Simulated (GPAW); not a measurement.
## STM contrast on a 7-layer slab of Cu(111)

Wanted: filled- and empty-state images of a 7-layer slab of Cu(111), with its work function.

Calculated with GPAW 26.7.0; GPAW, PAW setups; slab in vacuum, relaxation, in the first sound run; inputs show where later runs differ.

### Step 1. The starting structure

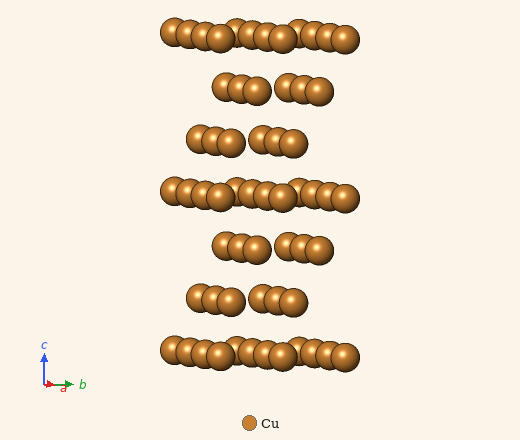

The starting structure, seen from the side, with the c axis up (copper orange). 3×2×1 cells are drawn. Some periodic images of atoms are drawn too.

The cell holds 7 atoms: 7 Cu. Cell: a = 2.553 Å, b = 2.553 Å, c = 30.505 Å, α = 90.0°, β = 90.0°, γ = 60.0°. Vacuum lies along c.

As a file:

```
Cu
1.0
     2.55266    0.00000    0.00000
     1.27633    2.21066    0.00000
     0.00000    0.00000   30.50541
Cu
7
Direct
  0.00000 0.00000 0.29503
  0.33333 0.33333 0.36335
  0.66667 0.66667 0.43168
  0.00000 0.00000 0.50000
  0.33333 0.33333 0.56832
  0.66667 0.66667 0.63665
  0.00000 0.00000 0.70497
```

### Step 2. Relaxing the atoms

The atoms are relaxed first, since the surface dipole, and with it the work function, follows the positions of the outer layers. The lowest 3 atoms are held at bulk positions and keep their forces.

run.py reads:

```python
import json
import numpy as np
from ase import Atoms
from ase.constraints import FixAtoms
from ase.optimize import BFGS
from gpaw import GPAW, PW

slab = Atoms(
    ['Cu', 'Cu', 'Cu', 'Cu', 'Cu', 'Cu', 'Cu'],
    positions=[
        [0.00000, 0.00000, 9.00000],
        [1.27633, 0.73689, 11.08423],
        [2.55266, 1.47378, 13.16847],
        [0.00000, 0.00000, 15.25270],
        [1.27633, 0.73689, 17.33694],
        [2.55266, 1.47378, 19.42117],
        [0.00000, 0.00000, 21.50541]],
    cell=[[2.55266, 0.0, 0.0], [1.27633, 2.21066, 0.0], [0.0, 0.0, 30.50541]],
    pbc=[True, True, False])

slab.calc = GPAW(mode=PW(400), xc='PBE', kpts={'size': (14, 14, 1), 'gamma': True},
                 occupations={'name': 'fermi-dirac', 'width': 0.1}, nbands='160%',
                 convergence={'density': 1e-05}, maxiter=200,
                 poissonsolver={'dipolelayer': 'xy'},
                 symmetry={'tolerance': 1e-3, 'extra_ids': [1, 1, 1, 0, 0, 0, 0]}, txt='slab.txt')
result = {}
slab.set_constraint(FixAtoms([0, 1, 2]))
path = []
opt = BFGS(slab, maxstep=0.2)
opt.attach(lambda: path.append((slab.get_potential_energy(), slab.positions.tolist(), slab.get_forces().tolist())))
result['relaxed'] = bool(opt.run(fmax=0.03, steps=40))
result['path'] = path
energy = slab.get_potential_energy()
fermi = slab.calc.get_fermi_level()
v = slab.calc.get_electrostatic_potential().mean((0, 1)) - fermi
n = slab.calc.get_pseudo_density().mean((0, 1))
L = slab.cell[2, 2]
z = np.arange(len(v)) * L / len(v)
low, high = slab.positions[:, 2].min(), slab.positions[:, 2].max()
below, above = np.interp([low - 6.8, high + 6.8], z, v)
slopes = [np.interp(x, z, np.gradient(v, z)) for x in (low - 6.8, high + 6.8)]
eps = np.array([[slab.calc.get_eigenvalues(k, s) for k in range(len(slab.calc.get_ibz_k_points()))]
                for s in range(slab.calc.get_number_of_spins())]) - fermi
top, bottom = eps[eps < 0].max(), eps[eps > 0].min()
dipole = slab.get_dipole_moment()[2]
print(f'energy {energy:.4f} eV, Fermi level {fermi:.4f} eV, dipole {dipole:.5f} e A')
print(f'potential 6.8 A off the faces, from the Fermi level: lower {below:.4f} eV, upper {above:.4f} eV')
print(f'slope of the potential there: lower {slopes[0]:.5f}, upper {slopes[1]:.5f} eV/A')
print(f'nearest levels on the mesh: {top:.4f} and {bottom:.4f} eV')
print('magnetic moment', round(slab.get_magnetic_moment(), 3))
result.update(energy=energy, fermi=fermi, dipole=dipole, below=below, above=above, slopes=slopes, edges=[top, bottom],
              z=z.tolist(), v=v.tolist(), n=n.tolist(), positions=slab.positions.tolist(),
              forces=slab.get_forces(apply_constraint=False).tolist(), moments=slab.get_magnetic_moments().tolist())
json.dump(result, open('result.json', 'w'))
```

Started as:

```
$ OMP_NUM_THREADS=1 OPENBLAS_NUM_THREADS=1 python run.py
```

The log of the run:

```text
Step          Energy          fmax
BFGS:    0      -23.907217        0.068348
BFGS:    1      -23.907302        0.062027
BFGS:    2      -23.908119        0.051643
BFGS:    3      -23.909202        0.124421
BFGS:    4      -23.909465        0.116917
BFGS:    5      -23.911123        0.051635
BFGS:    6      -23.911241        0.061262
BFGS:    7      -23.911384        0.062440
BFGS:    8      -23.911606        0.048190
BFGS:    9      -23.911772        0.026700
energy -23.8686 eV, Fermi level 1.3860 eV, dipole 0.00070 e A
potential 6.8 A off the faces, from the Fermi level: lower 4.8088 eV, upper 4.8198 eV
slope of the potential there: lower -0.00032, upper 0.00029 eV/A
nearest levels on the mesh: -0.0226 and 0.0385 eV
magnetic moment 0.0
```

Elapsed: 16 min, on 1 thread of Intel Xeon Platinum 8488C (Sapphire Rapids), shared host; peak memory 0.26 GiB.

Step by step:

| step | energy less that of the first step (eV) | largest force (eV/Å) |
| --- | --- | --- |
| 1 | 0.0000 | 0.0683 |
| 2 | -0.0001 | 0.0620 |
| 3 | -0.0009 | 0.0516 |
| 4 | -0.0019 | 0.1244 |
| 5 | -0.0022 | 0.1169 |
| 6 | -0.0036 | 0.0516 |
| 7 | -0.0037 | 0.0613 |
| 8 | -0.0038 | 0.0624 |
| 9 | -0.0040 | 0.0482 |
| 10 | -0.0041 | 0.0267 |

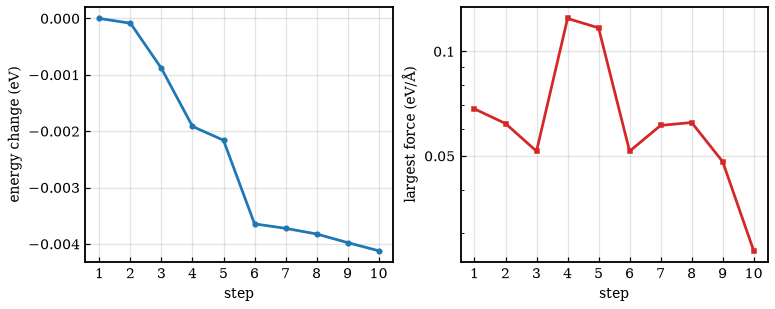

Energy and largest force along the relaxation.

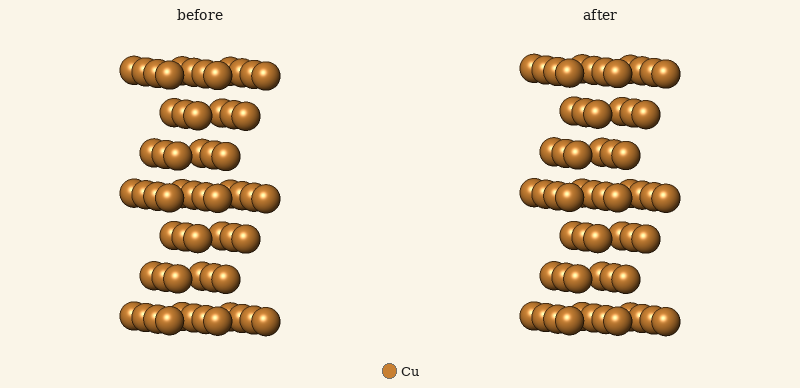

The structure before and after the relaxation, drawn at the same scale.

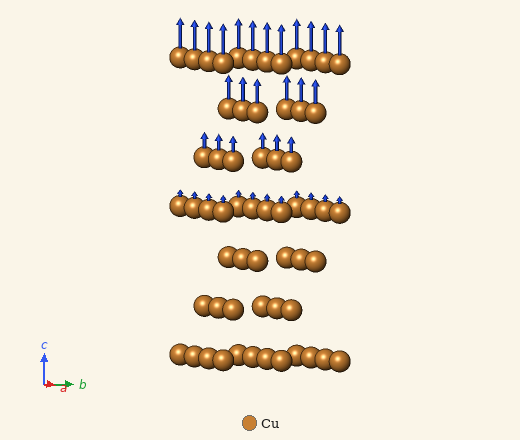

Displacements in the relaxation, exaggerated; the longest in the cell stands for 0.10 Å. 3×2×1 cells are drawn. Some periodic images of atoms are drawn too.

The atoms that moved most (Å):

| atom | dx | dy | dz | length |
| --- | --- | --- | --- | --- |
| Cu7 | 0.000 | 0.000 | 0.101 | 0.101 |
| Cu6 | 0.000 | 0.000 | 0.082 | 0.082 |
| Cu5 | 0.000 | 0.000 | 0.054 | 0.054 |
| Cu4 | 0.000 | 0.000 | 0.026 | 0.026 |

Final coordinates:

```cif
data_structure
_symmetry_space_group_name_H-M 'P 1'
_symmetry_Int_Tables_number 1
_cell_length_a 2.5527
_cell_length_b 2.5527
_cell_length_c 30.5054
_cell_angle_alpha 90.000
_cell_angle_beta 90.000
_cell_angle_gamma 60.000
_cell_volume 172.14
loop_
_atom_site_label
_atom_site_type_symbol
_atom_site_fract_x
_atom_site_fract_y
_atom_site_fract_z
_atom_site_occupancy
Cu1 Cu 0.00000 0.00000 0.29503 1
Cu2 Cu 0.33333 0.33333 0.36335 1
Cu3 Cu 0.66667 0.66667 0.43168 1
Cu4 Cu 0.00000 0.00000 0.50084 1
Cu5 Cu 0.33333 0.33333 0.57010 1
Cu6 Cu 0.66667 0.66667 0.63932 1
Cu7 Cu 0.00000 0.00000 0.70827 1
```

This step gave:

| Quantity | Value |
| --- | --- |
| dipole along the normal | 7.03e-4 e·Å |
| levels nearest the Fermi level on the mesh | -0.02257, 0.03852 eV from the Fermi level |
| upper work function | 4.820 eV |
| lower work function | 4.809 eV |

The electrostatic potential energy of an electron (without an applied field's), less the Fermi level, planar mean oscillates, so the rows of the table below give means over windows of 2.12 Å about each position, cut where the curve ends. Its maxima inside the range that stand out by 2 % of the span (Å: eV): 10.1: -0.0112, 12.1: -0.0379, 14.2: 0.171, 16.3: 0.201, 18.4: 0.203, 20.5: 0.135. Its minima: 9.0: -18.9, 11.1: -19.0, 13.1: -19.0, 15.3: -19.1, 17.4: -19.0, 19.5: -19.1, 21.6: -18.9.

The electrostatic potential energy of an electron (without an applied field's), less the Fermi level, planar mean by z; means over each step:

```
z (Å)  electrostatic potential energy of an electron (without an applied field's), less the Fermi level, planar mean (eV)
 1.06                                                                                                                4.81
 3.18                                                                                                                4.81
 5.30                                                                                                                4.80
 7.42                                                                                                                2.75
 9.54                                                                                                               -7.97
11.66                                                                                                               -8.09
13.78                                                                                                               -7.92
15.90                                                                                                               -7.91
18.02                                                                                                               -7.90
20.14                                                                                                               -7.98
22.26                                                                                                               -5.58
24.38                                                                                                                4.72
26.50                                                                                                                4.82
28.62                                                                                                                4.82
```

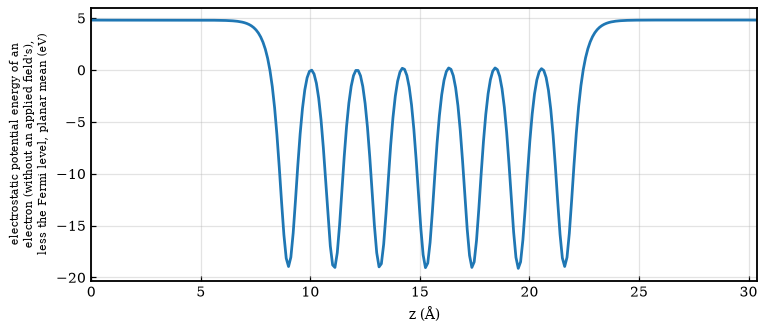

Electrostatic potential energy of an electron (without an applied field's), less the Fermi level, planar mean against z.

The pseudo valence density, planar mean oscillates, so the rows of the table below give means over windows of 2.12 Å about each position, cut where the curve ends. Its maxima inside the range that stand out by 2 % of the span (Å: e/Å³): 8.9: 2.25, 11.0: 2.35, 13.1: 2.41, 15.3: 2.42, 17.4: 2.43, 19.5: 2.43, 21.6: 2.43. Its minima: 10.0: 0.248, 12.1: 0.245, 14.2: 0.235, 16.3: 0.233, 18.4: 0.234, 20.5: 0.234.

The pseudo valence density, planar mean by z; means over each step:

| z (Å) | pseudo valence density, planar mean (e/Å³) |
| --- | --- |
| 3.18 | 0 |
| 5.30 | 3.3e-4 |
| 7.42 | 0.0887 |
| 9.54 | 0.929 |
| 11.66 | 0.933 |
| 13.78 | 0.924 |
| 15.90 | 0.923 |
| 18.02 | 0.923 |
| 20.14 | 0.927 |
| 22.26 | 0.786 |
| 24.38 | 0.00354 |
| 26.50 | 1.7e-5 |

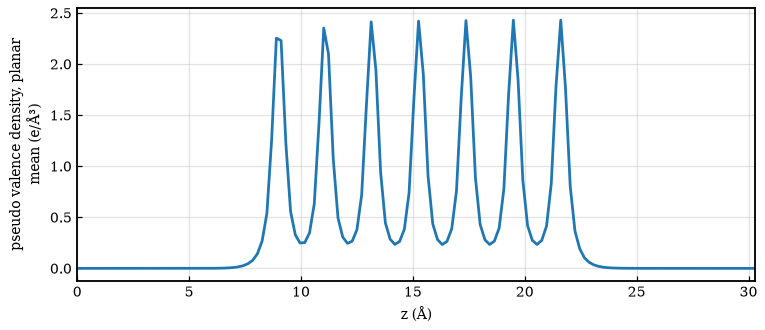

Pseudo valence density, planar mean, plotted against z.

The relaxation lowered the energy of the cell by 0.00412 eV (energies extrapolated to zero smearing; the optimiser's log prints free energies). The largest force left on a free atom is 0.027 eV/Å.

### Step 3. Plane waves, PBE

The work function is the vacuum plateau of the electrostatic potential less the Fermi level; a dipole layer lets the two faces have plateaus of their own.

This step: GPAW, PAW setups; slab in vacuum (GPAW 26.7.0).

run.py, as its differences from that of step 2:

```diff
@@ -3,4 +3,3 @@
 from ase import Atoms
-from ase.constraints import FixAtoms
-from ase.optimize import BFGS
+from ase.dft.stm import STM
 from gpaw import GPAW, PW
@@ -13,6 +12,6 @@
         [2.55266, 1.47378, 13.16847],
-        [0.00000, 0.00000, 15.25270],
-        [1.27633, 0.73689, 17.33694],
-        [2.55266, 1.47378, 19.42117],
-        [0.00000, 0.00000, 21.50541]],
+        [-0.00000, -0.00000, 15.27840],
+        [1.27633, 0.73689, 17.39121],
+        [2.55266, 1.47378, 19.50285],
+        [0.00000, 0.00000, 21.60603]],
     cell=[[2.55266, 0.0, 0.0], [1.27633, 2.21066, 0.0], [0.0, 0.0, 30.50541]],
@@ -24,10 +23,4 @@
                  poissonsolver={'dipolelayer': 'xy'},
-                 symmetry={'tolerance': 1e-3, 'extra_ids': [1, 1, 1, 0, 0, 0, 0]}, txt='slab.txt')
+                 symmetry={'tolerance': 1e-3}, txt='slab.txt')
 result = {}
-slab.set_constraint(FixAtoms([0, 1, 2]))
-path = []
-opt = BFGS(slab, maxstep=0.2)
-opt.attach(lambda: path.append((slab.get_potential_energy(), slab.positions.tolist(), slab.get_forces().tolist())))
-result['relaxed'] = bool(opt.run(fmax=0.03, steps=40))
-result['path'] = path
 energy = slab.get_potential_energy()
@@ -53,2 +46,16 @@
               forces=slab.get_forces(apply_constraint=False).tolist(), moments=slab.get_magnetic_moments().tolist())
+
+# Images need the states of the whole zone, up to time reversal
+slab.calc = slab.calc.fixed_density(symmetry={'point_group': False}, txt='states.txt',
+                                    convergence={'bands': 'CBM+2.3'})
+stm = STM(slab)
+result['stm'] = []
+for bias in [-1.5, 2.0]:
+    height = high + 3.5
+    current = stm.get_averaged_current(bias, height)
+    x, y, h = stm.scan(bias, current)
+    i, f = divmod(height / L * stm.ldos.shape[2], 1)
+    I = abs((1 - f) * stm.ldos[:, :, int(i)] + f * stm.ldos[:, :, int(i) + 1])
+    print(f'bias {bias} V: mean current at 3.5 A {current:.4e}, corrugation {np.ptp(h):.4f} A')
+    result['stm'].append(dict(bias=bias, current=current, h=(h - high).tolist(), I=I.tolist()))
 json.dump(result, open('result.json', 'w'))
```

The log of the run:

```text
energy -23.8686 eV, Fermi level 1.3859 eV, dipole 0.00076 e A
potential 6.8 A off the faces, from the Fermi level: lower 4.8091 eV, upper 4.8202 eV
slope of the potential there: lower -0.00036, upper 0.00031 eV/A
nearest levels on the mesh: -0.0226 and 0.0385 eV
magnetic moment 0.0
bias -1.5 V: mean current at 3.5 A 5.4381e-05, corrugation 0.0235 A
bias 2.0 V: mean current at 3.5 A 2.1956e-04, corrugation 0.0168 A
```

The job ended after 6.3 min (1 thread; peak memory 0.69 GiB).

Numbers from this step:

- dipole along the normal: 7.58e-4 e·Å
- levels nearest the Fermi level on the mesh: -0.02257, 0.03854 eV from the Fermi level
- corrugation -1.5: 0.02355 Å
- corrugation 2: 0.01682 Å

The electrostatic potential energy of an electron (without an applied field's), less the Fermi level, planar mean oscillates, so the rows of the table below give means over windows of 2.12 Å about each position, cut where the curve ends. Its maxima inside the range that stand out by 2 % of the span (Å: eV): 10.1: -0.0111, 12.1: -0.0378, 14.2: 0.171, 16.3: 0.201, 18.4: 0.203, 20.5: 0.135. Its minima: 9.0: -18.9, 11.1: -19.0, 13.1: -19.0, 15.3: -19.1, 17.4: -19.0, 19.5: -19.1, 21.6: -18.9.

Table of electrostatic potential energy of an electron (without an applied field's), less the Fermi level, planar mean by z; means over each step:

(Unchanged from step 2.)

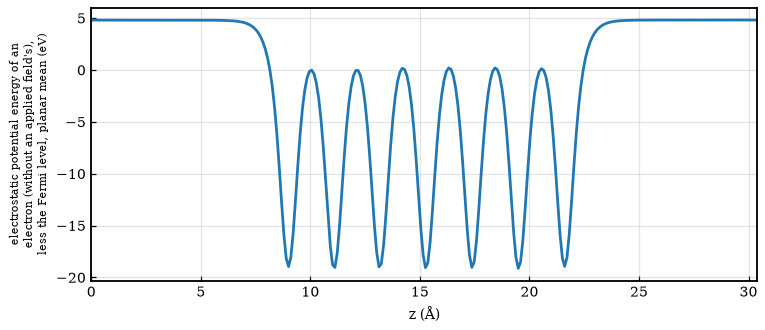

Electrostatic potential energy of an electron (without an applied field's), less the Fermi level, planar mean, plotted against z.

The pseudo valence density, planar mean oscillates, so the rows of the table below give means over windows of 2.12 Å about each position, cut where the curve ends. Its maxima inside the range that stand out by 2 % of the span (Å: e/Å³): 8.9: 2.25, 11.0: 2.35, 13.1: 2.41, 15.3: 2.42, 17.4: 2.43, 19.5: 2.43, 21.6: 2.43. Its minima: 10.0: 0.248, 12.1: 0.245, 14.2: 0.235, 16.3: 0.233, 18.4: 0.234, 20.5: 0.234.

Pseudo valence density, planar mean against z; means over each step:

(Unchanged from step 2.)

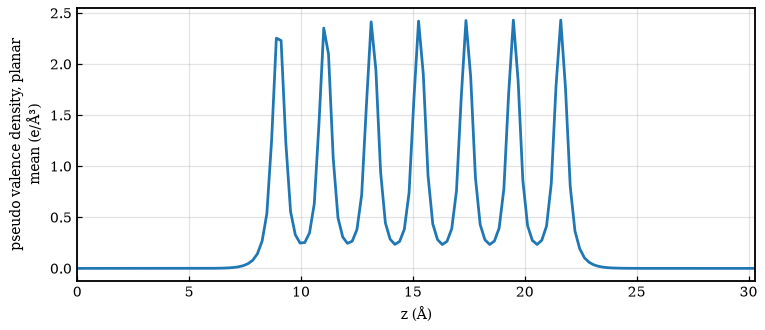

Pseudo valence density, planar mean, plotted against z.

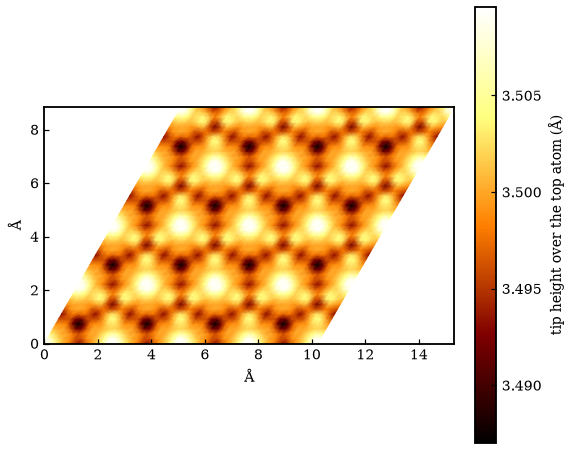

Tip height over the top atom over a1 and a2. Sample bias -1.5 V, constant current at the mean current 3.5 Å over the top atom. The cell is repeated, with its origin at the lower left corner.

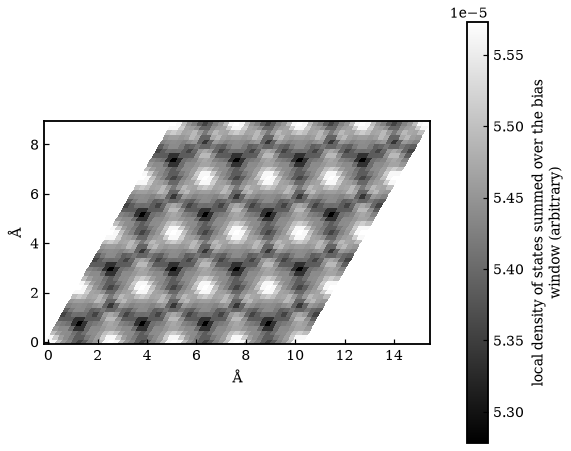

Local density of states summed over the bias window over a1 and a2. Sample bias -1.5 V, constant height 3.5 Å over the top atom. The cell is repeated, with its origin at the lower left corner.

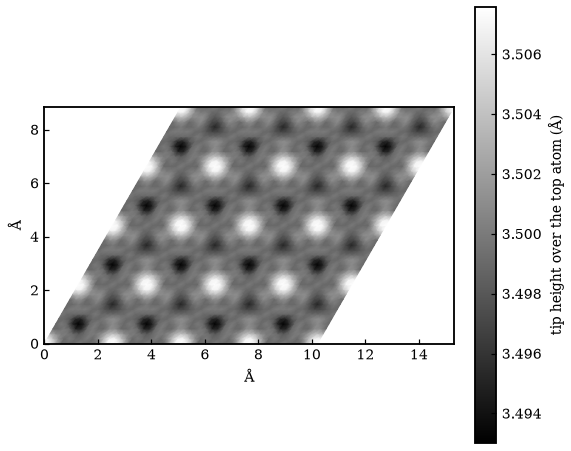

Tip height over the top atom over a1 and a2. Sample bias 2 V, constant current at the mean current 3.5 Å over the top atom. The cell is repeated, with its origin at the lower left corner.

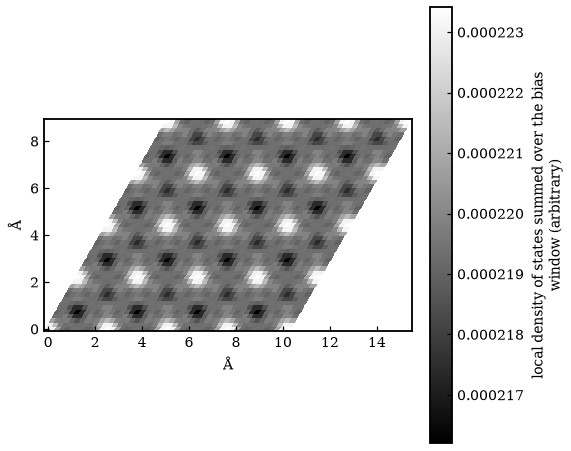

Local density of states summed over the bias window over a1 and a2. Sample bias 2 V, constant height 3.5 Å over the top atom. The cell is repeated, with its origin at the lower left corner.

Force by atom:

```
atom  x (eV/Å)  y (eV/Å)  z (eV/Å)    size
 Cu1    0.0000    0.0000   -0.0672  0.0672
 Cu2    0.0000    0.0000   -0.0138  0.0138
 Cu3    0.0000    0.0000    0.0709  0.0709
 Cu4    0.0000    0.0000    0.0154  0.0154
 Cu5    0.0000    0.0000    0.0268  0.0268
 Cu6    0.0000    0.0000   -0.0238  0.0238
 Cu7    0.0000    0.0000   -0.0051  0.0051
```

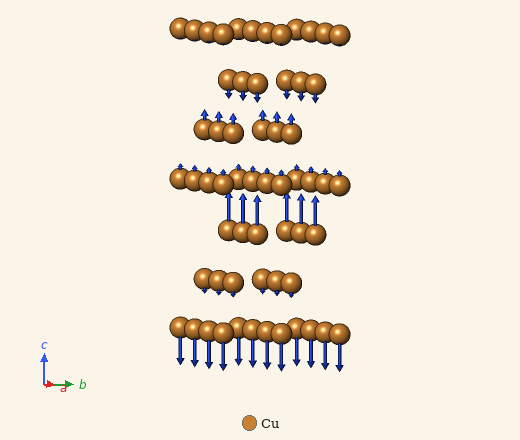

Force as arrows, the longest 0.0709 eV/Å. 3×2×1 cells are drawn. Some periodic images of atoms are drawn too.

The potential is flat to 3.6e-4 eV/Å where it is read, so the vacuum is wide enough.

### Step 4. What came out

| Item | Value |
| --- | --- |
| work function, upper and lower face | 4.820 and 4.809 eV |
| dipole along the normal | 7.6e-4 e Å, near the numerical noise |
| corrugation at -1.5 V | 0.0235 Å as printed, 0.015 Å or less without short-wave noise |
| corrugation at 2 V | 0.0168 Å as printed, 0.0083 Å or less without short-wave noise |

What this shows: At -1.5 V and 2 V GPAW's map carries short-wave noise, which can't be real at this height: without waves under 1.5 Å it spans 0.015 Å against 0.024 Å printed and 0.0083 Å against 0.017 Å printed. The reading below uses the filtered value, which may still be too high. In GPAW's constant-current maps the tip height varies by under 0.05 Å at every bias shown (0.015 Å at most), which is near the numerical ripple of the maps: an s-wave tip would see an almost flat surface. Negative sample bias images filled states, positive bias empty ones. The measured value for this face is 4.9 eV (as compiled in "Anisotropic work function of elemental crystals", 2019, arxiv:1902.07811); the relaxed upper face lies 0.080 eV under it with PBE. Measured work functions scatter by a tenth of an eV or more between methods. The images are of Tersoff-Hamann type: an s-wave tip, no tip-sample forces, heights closer than in a microscope. The small printed dipole stands for a step of -24 meV from the lower to the upper face, and the probes find 11 meV; values this small are near the numerical noise of both. The in-plane lattice was kept as typed, which isn't the functional's own and leaves some strain; spin-orbit coupling and temperature are left out.

[Logs are printed without paths, hosts, clocks, repeated set-up lines and the standing remarks that a program may print on its own settings, such as how far it seeks lower states.]

[Hosts, paths, dates, database ids (printed as entryN), source tags and the programs' standing remarks are cut or masked in the printed files.]
